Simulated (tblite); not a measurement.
Run report: C4H7FGeO2, geometry relaxation

- system: C4H7FGeO2
- method: GFN2-xTB geometry optimisation, gas phase (tblite 0.8.0)

It belongs to a series of runs on one base structure; here: H on C replaced by OC2H5.

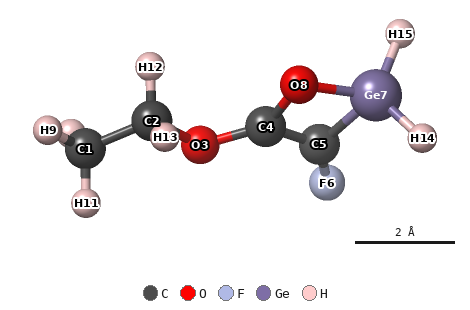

*The starting structure (ball-and-stick view, seen at a tilt; atoms are numbered from 1 in the order of the input). Sticks mark near contacts.*

Bond lengths as drawn: C–C 1.39 to 1.52 Å, C–F 1.34 Å, C–Ge 1.82 Å, C–H 1.11 Å, C–O 1.39 to 1.44 Å, Ge–H 1.54 to 1.55 Å and Ge–O 1.73 Å.

Input file
```
{"job": {"kind": "relax", "xc": "GFN2-xTB", "basis": "xTB"}, "charge": 0, "multiplicity": 1}
C     -2.799300    -0.599200     0.254600
C     -1.535600    -0.050100    -0.376000
O     -0.420000    -0.336300     0.490600
C      0.861200     0.067700     0.138900
C      2.056700    -0.108800     0.830100
F      2.385400    -0.686100     1.999000
Ge     3.022100     0.739700    -0.458700
O      1.378300     0.770000    -1.008000
H     -3.665000    -0.383100    -0.408900
H     -2.730200    -1.696300     0.398700
H     -2.986400    -0.117600     1.239600
H     -1.373500    -0.539300    -1.353600
H     -1.632500     1.045200    -0.498000
H      3.526900     2.130000    -0.002200
H      3.907600    -0.227800    -1.268100
```

The first line tells a small driver script what to run in tblite; the rest is the geometry in Å.

Machine: 1 CPU thread, shared host.

Run as:
```bash
OMP_NUM_THREADS=1 python <driver script> task.json out
```

Output
```
step      E/eV     max force
  0    -730.73328    3.208
  1    -731.13089    1.808
  2    -731.25373    1.064
  3    -731.33551    0.846
  4    -731.38642    0.684
  5    -731.44218    0.684
  6    -731.50717    0.912
  7    -731.56841    0.764
  8    -731.61749    0.490
  9    -731.64167    0.294
 10    -731.65219    0.246
 11    -731.65948    0.282
 12    -731.66620    0.234
 13    -731.67166    0.188
 14    -731.67573    0.147
 15    -731.67933    0.160
 16    -731.68324    0.161
 17    -731.68747    0.166
 18    -731.69183    0.172
 19    -731.69565    0.193
 20    -731.69863    0.176
 21    -731.70088    0.132
 22    -731.70251    0.107
 23    -731.70369    0.071
 24    -731.70471    0.070
 25    -731.70571    0.080
 26    -731.70671    0.079
 27    -731.70771    0.084
 28    -731.70882    0.090
 29    -731.71021    0.099
 30    -731.71186    0.125
 31    -731.71341    0.105
 32    -731.71465    0.082
 33    -731.71573    0.093
 34    -731.71675    0.098
 35    -731.71761    0.090
 36    -731.71816    0.047
 37    -731.71846    0.039
 38    -731.71869    0.032
 39    -731.71888    0.039
 40    -731.71901    0.028
 41    -731.71908    0.021
 42    -731.71913    0.019
 43    -731.71917    0.013
 44    -731.71919    0.012
 45    -731.71920    0.007
```

Trajectory as extended XYZ (Å, eV, eV/Å), 14 of the 46 frames kept, from step=0 to step=45
```
15
Properties=species:S:1:pos:R:3:forces:R:3 step=0 energy=-730.73328
C    -2.7993   -0.5992    0.2546   -0.6550  -0.1850   0.4080
C    -1.5356   -0.0501   -0.3760    0.4540   0.0910  -0.0350
O    -0.4200   -0.3363    0.4906    1.8860   1.0260  -1.2990
C     0.8612    0.0677    0.1389    1.1610  -0.6930   1.6020
C     2.0567   -0.1088    0.8301   -2.7670  -0.8960   0.8330
F     2.3854   -0.6861    1.9990   -0.6100  -0.3860   0.5330
Ge    3.0221    0.7397   -0.4587    2.9980   0.9250  -0.6700
O     1.3783    0.7700   -1.0080   -3.1580  -0.2560  -0.4870
H    -3.6650   -0.3831   -0.4089    0.6150  -0.1500   0.4410
H    -2.7302   -1.6963    0.3987   -0.0070   0.7050  -0.0530
H    -2.9864   -0.1176    1.2396    0.1590  -0.3900  -0.6630
H    -1.3735   -0.5393   -1.3536    0.0750   0.2860   0.1910
H    -1.6325    1.0452   -0.4980    0.1620  -0.3240  -0.1100
H     3.5269    2.1300   -0.0022   -0.0860  -0.4050  -0.6210
H     3.9076   -0.2278   -1.2681   -0.2280   0.6520  -0.0700
15
Properties=species:S:1:pos:R:3:forces:R:3 step=3 energy=-731.33551
C    -2.7959   -0.6000    0.2627    0.4500   0.1270  -0.1230
C    -1.5122   -0.0472   -0.3745    0.1360   0.0660  -0.0940
O    -0.3586   -0.3003    0.4437   -0.3470  -0.2620   0.3800
C     0.8811    0.0603    0.1566   -0.2410   0.1110  -0.2880
C     2.0114   -0.1285    0.8533    0.6180  -0.1040   0.3880
F     2.3401   -0.7149    2.0388   -0.6380  -0.1420   0.0700
Ge    3.0942    0.7513   -0.4520   -0.6110  -0.3750   0.4490
O     1.2441    0.7414   -0.9958   -0.0490  -0.0700   0.1190
H    -3.6391   -0.3884   -0.3921    0.1310   0.0430  -0.0390
H    -2.7303   -1.6707    0.3989    0.0900  -0.1470   0.0550
H    -2.9811   -0.1325    1.2193    0.0430   0.0570   0.1860
H    -1.3681   -0.5240   -1.3477    0.0980   0.0640  -0.1220
H    -1.6229    1.0323   -0.5064    0.0940   0.0980  -0.1130
H     3.5289    2.1213   -0.0419    0.1250   0.2280  -0.4570
H     3.9040   -0.1923   -1.2848    0.1020   0.3060  -0.4100
15
Properties=species:S:1:pos:R:3:forces:R:3 step=7 energy=-731.56841
C    -2.7324   -0.5875    0.2606   -0.3650  -0.0970   0.0780
C    -1.4678   -0.0338   -0.3858   -0.1480  -0.0860   0.1320
O    -0.3688   -0.3244    0.4860   -0.0230   0.0840  -0.1700
C     0.8658    0.0433    0.1810   -0.1450  -0.1750   0.3040
C     1.9967   -0.1617    0.9121   -0.7340  -0.1580   0.0650
F     2.1637   -0.7800    2.1062   -0.1310  -0.0380   0.0270
Ge    3.0547    0.7061   -0.3831    0.3650   0.3820  -0.5520
O     1.1640    0.7097   -0.9614    0.6020  -0.0870   0.3310
H    -3.5801   -0.3808   -0.3884    0.0130   0.0550  -0.0890
H    -2.6973   -1.6675    0.4068    0.2610   0.1170  -0.0540
H    -2.9509   -0.1339    1.2287    0.2800   0.0420  -0.1170
H    -1.3311   -0.4991   -1.3719    0.2210   0.0060   0.1350
H    -1.5842    1.0482   -0.5368    0.2370  -0.0510   0.0930
H     3.5508    2.1513   -0.1880   -0.1830  -0.2360  -0.2140
H     3.9126   -0.0818   -1.3878   -0.2500   0.2410   0.0310
15
Properties=species:S:1:pos:R:3:forces:R:3 step=10 energy=-731.65219
C    -2.7308   -0.5870    0.2602    0.0040   0.0540  -0.1090
C    -1.4656   -0.0341   -0.3833   -0.0250   0.0110  -0.0310
O    -0.3885   -0.3343    0.4981    0.0350   0.0420  -0.0610
C     0.8458    0.0258    0.2086    0.0940   0.0630  -0.0850
C     1.9562   -0.1835    0.9404    0.2430   0.0210   0.0330
F     2.0843   -0.8073    2.1325    0.0250  -0.0330   0.0700
Ge    3.0464    0.7090   -0.3900   -0.0870  -0.0850   0.1390
O     1.1980    0.6960   -0.9268   -0.0610   0.0130  -0.0450
H    -3.5635   -0.3723   -0.3982   -0.1670  -0.0130  -0.0250
H    -2.6603   -1.6621    0.4052    0.0890   0.0360  -0.0470
H    -2.9149   -0.1270    1.2277    0.0930   0.0440  -0.0440
H    -1.2970   -0.4913   -1.3685    0.0780  -0.0470   0.1120
H    -1.5483    1.0508   -0.5378    0.0820  -0.0460   0.1140
H     3.5411    2.1460   -0.2625   -0.1950  -0.0820  -0.0380
H     3.8927   -0.0206   -1.4273   -0.2090   0.0240   0.0170
15
Properties=species:S:1:pos:R:3:forces:R:3 step=14 energy=-731.67573
C    -2.7312   -0.5790    0.2443    0.0770   0.0100   0.0120
C    -1.4596   -0.0318   -0.3858    0.1230   0.0190   0.0000
O    -0.3803   -0.3326    0.4986    0.0020  -0.0430   0.0830
C     0.8558    0.0260    0.2120   -0.0460  -0.0470   0.0690
C     1.9650   -0.1897    0.9542   -0.1350  -0.0240   0.0030
F     2.0680   -0.8186    2.1487    0.0700   0.0260  -0.0260
Ge    3.0353    0.6983   -0.3733    0.0490   0.0320  -0.0520
O     1.2002    0.6936   -0.9222   -0.0010  -0.0330   0.0640
H    -3.5833   -0.3737   -0.4014    0.0870  -0.0210   0.0650
H    -2.6349   -1.6516    0.3937   -0.0340   0.0150  -0.0440
H    -2.8886   -0.1168    1.2156   -0.0340   0.0190  -0.0390
H    -1.2717   -0.4996   -1.3565    0.0300   0.0060  -0.0810
H    -1.5239    1.0519   -0.5210    0.0150   0.0670  -0.0450
H     3.4989    2.1336   -0.2901   -0.1160   0.0790   0.0450
H     3.8458   -0.0020   -1.4387   -0.0860  -0.1050  -0.0530
15
Properties=species:S:1:pos:R:3:forces:R:3 step=17 energy=-731.68747
C    -2.7165   -0.5715    0.2351   -0.0010  -0.0140   0.0210
C    -1.4385   -0.0268   -0.3889   -0.1320  -0.0130  -0.0150
O    -0.3773   -0.3394    0.5132   -0.1210   0.0350  -0.1080
C     0.8552    0.0202    0.2224   -0.0410  -0.0260   0.0380
C     1.9605   -0.1952    0.9625    0.1020   0.0090   0.0130
F     2.0739   -0.8205    2.1545    0.0560  -0.0240   0.0620
Ge    3.0303    0.6932   -0.3666    0.0000   0.0590  -0.0820
O     1.1981    0.6878   -0.9118   -0.0680  -0.0570   0.0820
H    -3.5816   -0.3775   -0.3940    0.1140   0.0590  -0.0720
H    -2.6260   -1.6442    0.3795    0.0170  -0.0190   0.0160
H    -2.8795   -0.1068    1.2031    0.0130   0.0010   0.0270
H    -1.2516   -0.5026   -1.3619    0.0560   0.1260   0.0720
H    -1.5063    1.0623   -0.5186    0.0910  -0.1080  -0.0580
H     3.4523    2.1418   -0.2958   -0.0560   0.0450   0.0370
H     3.8025   -0.0128   -1.4546   -0.0310  -0.0740  -0.0340
15
Properties=species:S:1:pos:R:3:forces:R:3 step=21 energy=-731.70088
C    -2.7044   -0.5658    0.2281   -0.0390   0.0070  -0.0260
C    -1.4300   -0.0232   -0.3932    0.0820  -0.0080   0.0420
O    -0.3861   -0.3453    0.5219    0.0730  -0.0420   0.1010
C     0.8518    0.0070    0.2461    0.0300  -0.0080   0.0230
C     1.9683   -0.2012    0.9751   -0.0170  -0.0070   0.0070
F     2.0962   -0.8249    2.1698    0.0520   0.0140  -0.0100
Ge    3.0171    0.6949   -0.3727   -0.1000  -0.0140  -0.0210
O     1.1822    0.6733   -0.8898   -0.0410   0.0080  -0.0270
H    -3.5619   -0.3683   -0.4044   -0.0170   0.0570  -0.1070
H    -2.6116   -1.6393    0.3675   -0.0010   0.0080   0.0440
H    -2.8654   -0.0960    1.1945    0.0050  -0.0420   0.0160
H    -1.2182   -0.4860   -1.3624   -0.0150  -0.0190  -0.0410
H    -1.4714    1.0623   -0.5284   -0.0240   0.0410  -0.0110
H     3.3854    2.1602   -0.2951    0.0140  -0.0340  -0.0170
H     3.7436   -0.0397   -1.4789   -0.0010   0.0400   0.0270
15
Properties=species:S:1:pos:R:3:forces:R:3 step=24 energy=-731.70471
C    -2.7054   -0.5635    0.2232    0.0480   0.0230  -0.0280
C    -1.4223   -0.0238   -0.3896    0.0120  -0.0020   0.0070
O    -0.3835   -0.3507    0.5328   -0.0420  -0.0050   0.0000
C     0.8529    0.0026    0.2548   -0.0390  -0.0150   0.0150
C     1.9725   -0.2027    0.9789   -0.0110   0.0060  -0.0150
F     2.1103   -0.8243    2.1732    0.0380   0.0130  -0.0130
Ge    3.0018    0.6952   -0.3789    0.0160   0.0260  -0.0320
O     1.1710    0.6694   -0.8861   -0.0090  -0.0190   0.0320
H    -3.5558   -0.3577   -0.4216    0.0530   0.0000   0.0160
H    -2.6093   -1.6370    0.3704   -0.0500   0.0400  -0.0280
H    -2.8624   -0.0992    1.1944   -0.0420  -0.0120  -0.0530
H    -1.2114   -0.4818   -1.3640    0.0060  -0.0340   0.0540
H    -1.4643    1.0633   -0.5322    0.0070  -0.0260   0.0590
H     3.3714    2.1605   -0.2961    0.0120  -0.0410  -0.0290
H     3.7301   -0.0422   -1.4812    0.0000   0.0450   0.0150
15
Properties=species:S:1:pos:R:3:forces:R:3 step=28 energy=-731.70882
C    -2.6989   -0.5563    0.2121   -0.0770  -0.0300   0.0330
C    -1.4107   -0.0252   -0.3834   -0.0250  -0.0160   0.0230
O    -0.3880   -0.3599    0.5495    0.0310  -0.0100   0.0270
C     0.8473   -0.0070    0.2707    0.0240   0.0060  -0.0020
C     1.9756   -0.2040    0.9817    0.0110  -0.0040   0.0110
F     2.1354   -0.8213    2.1751    0.0230   0.0020   0.0030
Ge    2.9841    0.6978   -0.3884    0.0050  -0.0270   0.0410
O     1.1539    0.6601   -0.8745   -0.0160   0.0050  -0.0140
H    -3.5372   -0.3440   -0.4410   -0.0430   0.0150  -0.0420
H    -2.6170   -1.6278    0.3632   -0.0190  -0.0680  -0.0560
H    -2.8685   -0.1004    1.1822   -0.0420   0.0760   0.0220
H    -1.1967   -0.4865   -1.3539    0.0410  -0.0180   0.0060
H    -1.4499    1.0610   -0.5212    0.0360   0.0160   0.0230
H     3.3549    2.1548   -0.3082    0.0200   0.0610  -0.0200
H     3.7115   -0.0334   -1.4857    0.0300  -0.0070  -0.0540
15
Properties=species:S:1:pos:R:3:forces:R:3 step=31 energy=-731.71341
C    -2.7056   -0.5530    0.2042   -0.0440   0.0080  -0.0280
C    -1.4051   -0.0312   -0.3704    0.0760  -0.0230   0.0670
O    -0.3910   -0.3717    0.5718    0.0710  -0.0290   0.0720
C     0.8431   -0.0168    0.2879    0.0330   0.0050   0.0030
C     1.9828   -0.2048    0.9847   -0.0420  -0.0200   0.0230
F     2.1740   -0.8155    2.1761   -0.0110  -0.0130   0.0220
Ge    2.9687    0.6988   -0.3950    0.0700   0.0280  -0.0370
O     1.1320    0.6497   -0.8624    0.0400   0.0110  -0.0050
H    -3.5221   -0.3253   -0.4709   -0.0860  -0.0010  -0.0220
H    -2.6358   -1.6286    0.3417   -0.0440   0.0090   0.0120
H    -2.8895   -0.0877    1.1688   -0.0370  -0.0250  -0.0090
H    -1.1727   -0.4974   -1.3347   -0.0130   0.0340  -0.0110
H    -1.4267    1.0570   -0.4989   -0.0080  -0.0110  -0.0370
H     3.3440    2.1574   -0.3259   -0.0070   0.0430  -0.0100
H     3.6995   -0.0228   -1.4989    0.0030  -0.0150  -0.0410
15
Properties=species:S:1:pos:R:3:forces:R:3 step=35 energy=-731.71761
C    -2.7169   -0.5491    0.1935    0.0200   0.0040  -0.0030
C    -1.3949   -0.0397   -0.3512   -0.0480   0.0090  -0.0330
O    -0.3843   -0.3835    0.5961   -0.0210   0.0230  -0.0480
C     0.8468   -0.0225    0.2999    0.0220  -0.0050   0.0140
C     1.9905   -0.2062    0.9891    0.0870   0.0190  -0.0100
F     2.1979   -0.8135    2.1799   -0.0270  -0.0010  -0.0060
Ge    2.9705    0.7028   -0.4023   -0.0120  -0.0090   0.0170
O     1.1260    0.6439   -0.8535    0.0320  -0.0080   0.0260
H    -3.5250   -0.3131   -0.4939    0.0470   0.0050   0.0070
H    -2.6618   -1.6263    0.3276   -0.0430   0.0180   0.0240
H    -2.9154   -0.0842    1.1556   -0.0330  -0.0390  -0.0070
H    -1.1576   -0.4997   -1.3179    0.0040  -0.0050   0.0180
H    -1.4107    1.0485   -0.4863    0.0040  -0.0130   0.0160
H     3.3369    2.1679   -0.3413   -0.0160  -0.0050  -0.0100
H     3.6936   -0.0173   -1.5170   -0.0170   0.0050  -0.0050
15
Properties=species:S:1:pos:R:3:forces:R:3 step=38 energy=-731.71869
C    -2.7184   -0.5471    0.1891   -0.0070  -0.0110   0.0190
C    -1.3931   -0.0416   -0.3472    0.0210   0.0020   0.0020
O    -0.3828   -0.3861    0.6017    0.0270   0.0050  -0.0020
C     0.8501   -0.0259    0.3072    0.0120   0.0070  -0.0100
C     1.9989   -0.2058    0.9907   -0.0240  -0.0100   0.0110
F     2.2055   -0.8130    2.1814    0.0010  -0.0040   0.0090
Ge    2.9689    0.7040   -0.4050    0.0070  -0.0010   0.0010
O     1.1255    0.6405   -0.8472    0.0140   0.0080  -0.0110
H    -3.5195   -0.3068   -0.5034    0.0190   0.0150  -0.0210
H    -2.6745   -1.6235    0.3250   -0.0110  -0.0270   0.0030
H    -2.9270   -0.0868    1.1502   -0.0160   0.0090   0.0220
H    -1.1507   -0.5012   -1.3113   -0.0040  -0.0190  -0.0230
H    -1.4039    1.0454   -0.4805   -0.0120   0.0270   0.0040
H     3.3299    2.1703   -0.3485   -0.0130  -0.0040  -0.0040
H     3.6868   -0.0144   -1.5240   -0.0140   0.0030   0.0010
15
Properties=species:S:1:pos:R:3:forces:R:3 step=42 energy=-731.71913
C    -2.7189   -0.5479    0.1905    0.0050   0.0020  -0.0020
C    -1.3916   -0.0421   -0.3461   -0.0090  -0.0050   0.0070
O    -0.3794   -0.3852    0.6011   -0.0050  -0.0010   0.0000
C     0.8531   -0.0250    0.3065   -0.0030   0.0020  -0.0050
C     2.0002   -0.2063    0.9921    0.0030   0.0020  -0.0030
F     2.2054   -0.8138    2.1831   -0.0020   0.0020  -0.0040
Ge    2.9711    0.7038   -0.4042    0.0030  -0.0040   0.0100
O     1.1294    0.6413   -0.8475    0.0010   0.0010  -0.0030
H    -3.5149   -0.3039   -0.5073    0.0140   0.0040  -0.0020
H    -2.6804   -1.6255    0.3255    0.0050   0.0070  -0.0040
H    -2.9329   -0.0876    1.1513    0.0070   0.0010  -0.0070
H    -1.1511   -0.5031   -1.3115   -0.0100   0.0070   0.0140
H    -1.4049    1.0463   -0.4789   -0.0060  -0.0170   0.0010
H     3.3268    2.1709   -0.3506   -0.0030   0.0010   0.0000
H     3.6838   -0.0137   -1.5261   -0.0020  -0.0020  -0.0020
15
Properties=species:S:1:pos:R:3:forces:R:3 step=45 energy=-731.71920
C    -2.7186   -0.5477    0.1902   -0.0020   0.0000   0.0000
C    -1.3912   -0.0428   -0.3445    0.0000   0.0000   0.0000
O    -0.3791   -0.3857    0.6022    0.0010  -0.0010   0.0020
C     0.8532   -0.0251    0.3066    0.0010  -0.0020   0.0030
C     2.0003   -0.2065    0.9924    0.0040   0.0020  -0.0030
F     2.2065   -0.8138    2.1833   -0.0050   0.0020  -0.0050
Ge    2.9713    0.7035   -0.4035    0.0010   0.0000   0.0000
O     1.1293    0.6411   -0.8473   -0.0010  -0.0030   0.0040
H    -3.5120   -0.3022   -0.5096    0.0000   0.0020  -0.0030
H    -2.6811   -1.6251    0.3245    0.0020  -0.0010  -0.0010
H    -2.9335   -0.0871    1.1504    0.0020   0.0020   0.0010
H    -1.1512   -0.5032   -1.3098   -0.0010  -0.0040  -0.0010
H    -1.4049    1.0449   -0.4779   -0.0020   0.0030   0.0030
H     3.3248    2.1711   -0.3517    0.0000   0.0020   0.0010
H     3.6819   -0.0134   -1.5272    0.0000  -0.0020   0.0000
```

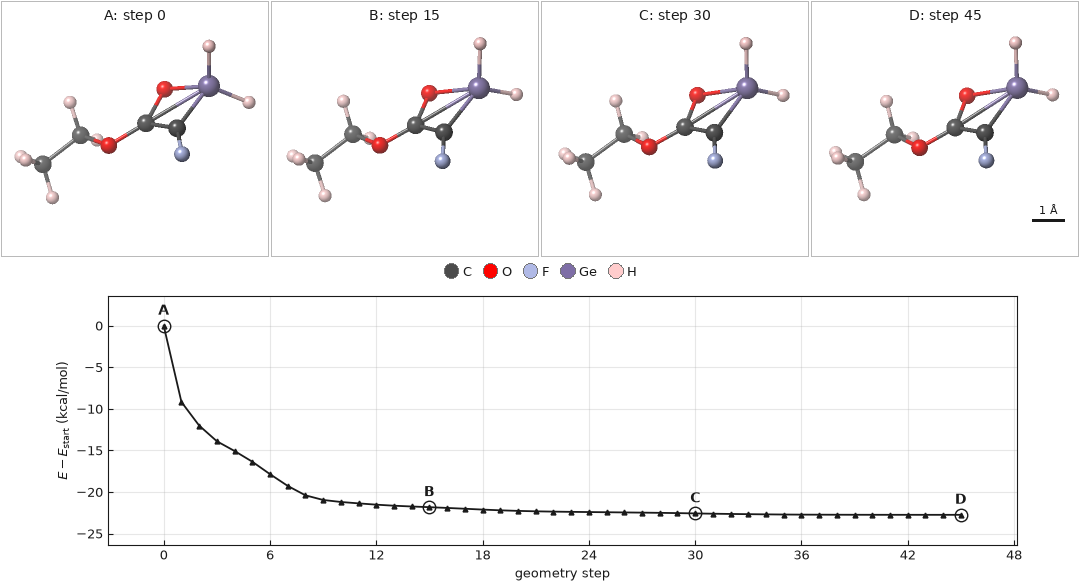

*Frames of the relaxation (ball-and-stick view, seen at a tilt) above the curves, on which the letters mark them (steps are counted from 0).*

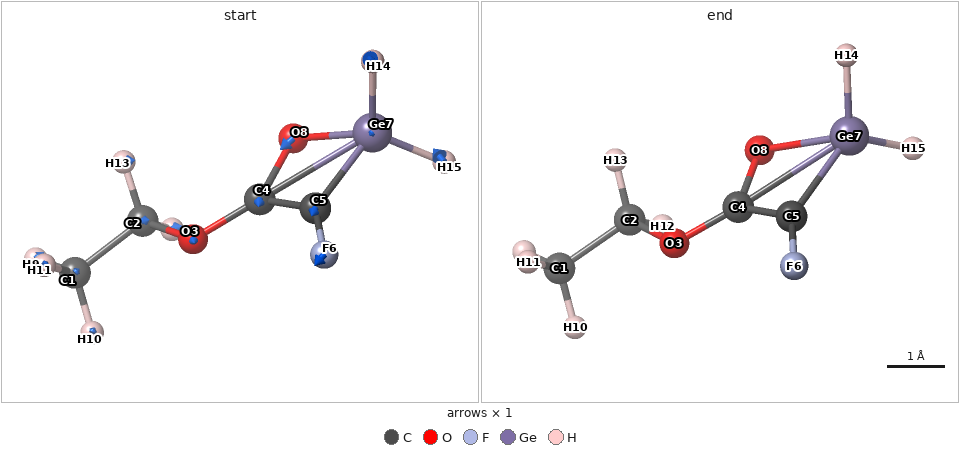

*Before (left) and after (right) the relaxation, at one scale (ball-and-stick view, seen at a tilt). The blue arrows give the displacements, at true length.*

The largest moves after the best rigid fit, 0.41 Å, are those of H14 and H15. Largest moves by element: H 0.41 Å, O 0.32 Å, F 0.28 Å, C 0.19 Å, Ge 0.08 Å. Among the contacts that change: Ge7–O8 1.733 → 1.896 Å, C5–Ge7 1.820 → 1.929 Å, C4–O8 1.441 → 1.361 Å, O3–C4 1.389 → 1.318 Å. Among the angles that change: O3–C4–O8 132.4° → 120.9°, C5–Ge7–H14 112.5° → 123.5°, C5–C4–O8 98.6° → 108.9°. Over 45 geometry steps the energy falls by 22.7 kcal/mol. The largest force component goes from 3.2 to 0.005 eV/Å. (Atoms are counted from 1 in the order of the input.)

Key numbers

| quantity | value |
| --- | --- |
| outcome | converged |
| total energy | −731.7192 eV |
| wall time | 0.92 s |
| peak memory | 0.18 GiB |
